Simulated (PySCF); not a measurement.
Molecule: H3Cl3F2Si3, SMILES F[SiH]([SiH2][Si](Cl)(Cl)Cl)F. Atoms near the plane z = 0.0 Å, at the PBE0/def2-SVP optimised geometry (x, y, z in Å): Si1 (0.5, -1.1, 0.0), Si4 (-0.5, 1.0, 0.0), H9 (2.0, -1.1, 0.0), H10 (0.2, 1.9, 0.9), H11 (-2.0, 0.9, 0.4).

Level of theory: PySCF 2.14.0 with PBE0/def2-TZVP. Cells within 0.4 Å of a nucleus heavier than hydrogen are left out (blank, or x). The values are rescaled to run from 0 to 1.

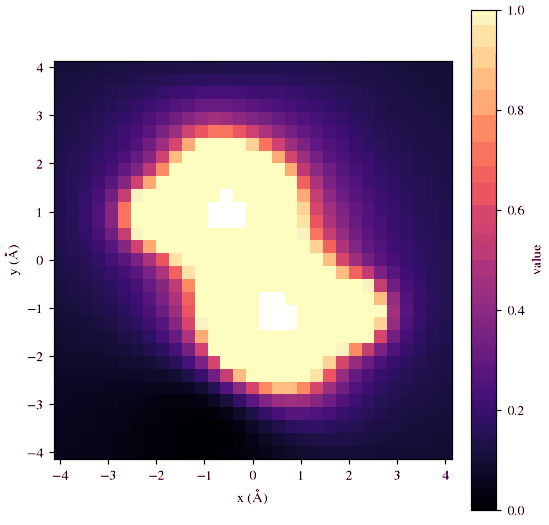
*a field on the plane z = 0.0 Å.*

Question: Which quantity is mapped?
A. electrostatic potential
B. log10 of the electron density
C. an orbital amplitude
D. electron localisation function

Answer: A, electrostatic potential. In full: electrostatic potential (hartree/e), clipped to [-0.08, 0.12].
